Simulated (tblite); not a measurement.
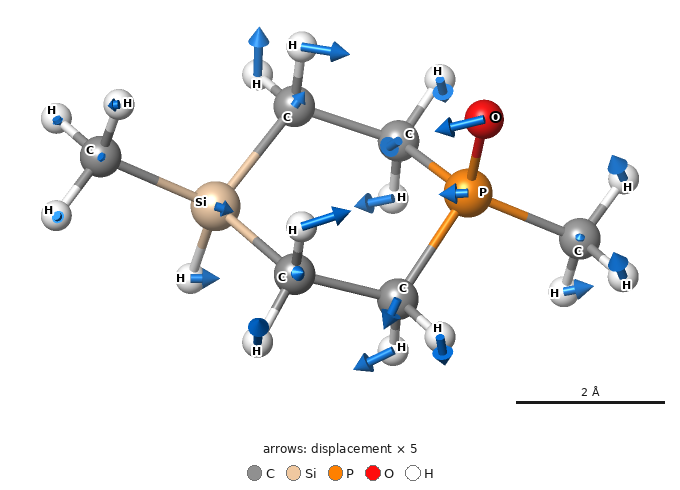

A relaxation of C6H15OPSi. The starting structure is drawn; blue arrows show the displacements, magnified 5 times. The two geometries are superimposed by the best rigid fit.

The picture is a ball-and-stick view, seen from a free direction.

These are results of GFN2-xTB geometry optimisation, gas phase in tblite, not measurements. 

Question: What did the optimiser do to the structure, and how much energy did it gain?

Answer: After 45 geometry steps the energy has fallen by 24.1 kJ/mol. The largest move after the best rigid fit is that of an H atom, 0.15 Å. Largest moves by element: H 0.15 Å, O 0.14 Å, C 0.10 Å, P 0.08 Å, Si 0.05 Å. Near-neighbour distances that change, for instance: P–Si 3.428 → 3.299 Å, C–P 1.778 → 1.835 Å, O–P 1.511 → 1.469 Å, C–Si 1.859 → 1.895 Å. Among the angles between lasting bonds that change: P–C–C 114.0° → 108.1°, Si–C–C 113.9° → 110.1°, P–C–H 110.7° → 107.9°. Cost: 0.5 s on 1 thread of Arm Neoverse V1, with other jobs on the host.
